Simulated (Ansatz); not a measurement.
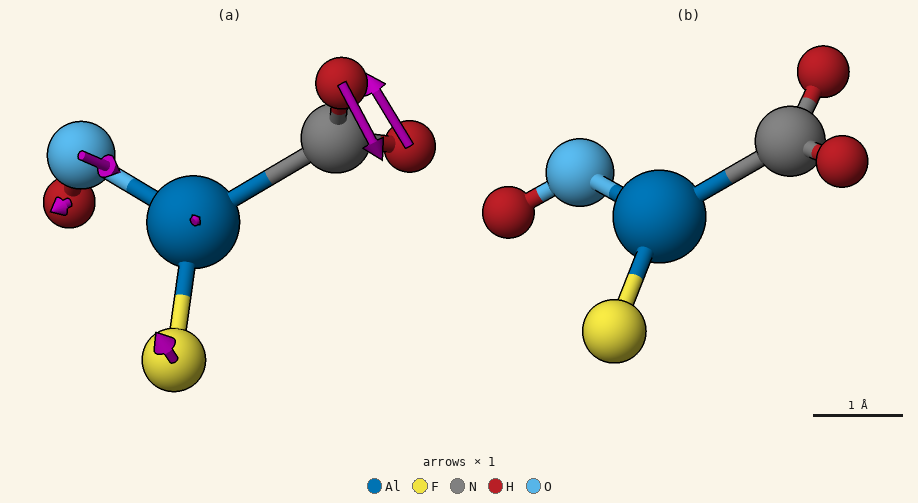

The structure of AlNH3OF before (left) and after (right) a relaxation, at one scale. The purple arrows give the displacements, at their true length.

A ball-and-stick model, seen at a tilt.

The run prepares the start of a later molecular dynamics calculation, from a guessed geometry.

Computed with RKS B3LYP-D4/cc-pVDZ in Ansatz.

Input file:
```yaml
crystal:
  periodic: [false, false, false]
  atoms:
    - { symbol: Al, position_ang: [0.0, 0.0, 0.0] }
    - { symbol: F, position_ang: [0.0, 0.0, 1.69] }
    - { symbol: "N", position_ang: [1.6627, 0.0, -0.96] }
    - { symbol: H, position_ang: [2.1293, -0.9179, -1.2118] }
    - { symbol: H, position_ang: [2.1141, 0.9179, -1.2382] }
    - { symbol: O, position_ang: [-1.5415, 0.0, -0.89] }
    - { symbol: H, position_ang: [-2.0512, -0.8467, -0.6815] }
basis:
  gaussian: { orbitals: cc-pVDZ }
hamiltonian:
  xc: b3lyp
  dispersion: d4
relax:
  f_tol: 0.02
  max_steps: 40
```

Command:
```bash
ansatz run input.yaml --threads 1 --pin off --max-ram 2048MiB --backend cpu --events-out ev --progress --plain --runs-dir out
```

### Summarise the run.

The largest moves after the best rigid fit, 1.01 Å, are those of H4 and H5. By element the largest moves are H 1.01 Å, O 0.67 Å, F 0.48 Å, Al 0.12 Å, N 0.07 Å. Among the contacts that change: Al1–N3 1.920 → 1.767 Å, Al1–O6 1.780 → 1.720 Å, O6–H7 1.010 → 0.964 Å, N3–H4 1.060 → 1.015 Å. Bond angles that change, for instance: Al1–O6–H7 109.5° → 121.3°, H4–N3–H5 120.0° → 111.0°, Al1–N3–H5 120.0° → 124.8°. Groups turn about Al1–N3 by about 90°, Al1–O6 by about 65°. The energy falls by 21.5 kcal/mol in 10 geometry steps. The largest force component goes from 1.9 to 0.005 eV/Å. Cost: 19 s on 1 thread of Intel(R) Xeon(R) 6975P-C (Granite Rapids), on a shared host, peak memory 0.16 GiB.
